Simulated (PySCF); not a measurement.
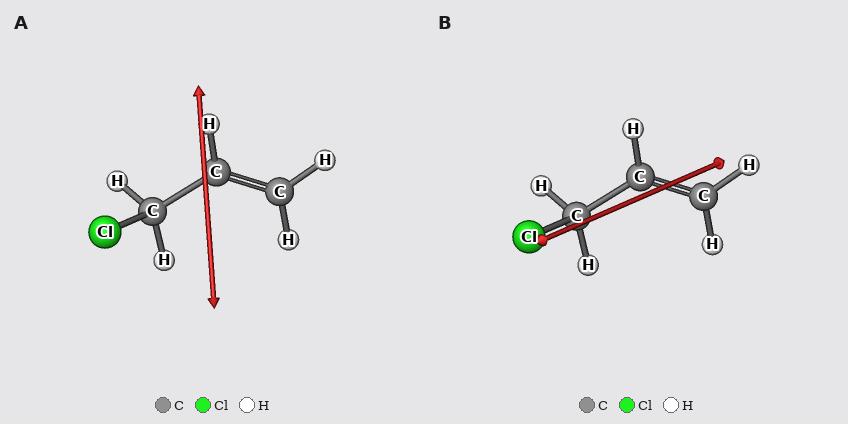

The double arrows show the directions of two transition dipoles from the ground state (lengths mean nothing). The geometry was computed by an optimisation with PBE0-D3(BJ)/def2-SVP. No frequency run is at hand to confirm it as a minimum. Level of theory: TDDFT ωB97X-D/def2-SVPD, vertical, gas phase, core orbitals frozen in the response (PySCF 2.14.0).

One belongs to singlet state 6 and one to singlet state 9. Which is which?

A: state 9, 8.68 eV (143 nm), oscillator strength 0.063, of mixed character, with the largest part HOMO → LUMO+3 (weight 0.37).
B: state 6, 8.26 eV (150 nm), oscillator strength 0.019, of mixed character, with the largest part HOMO−1 → LUMO+1 (weight 0.46).
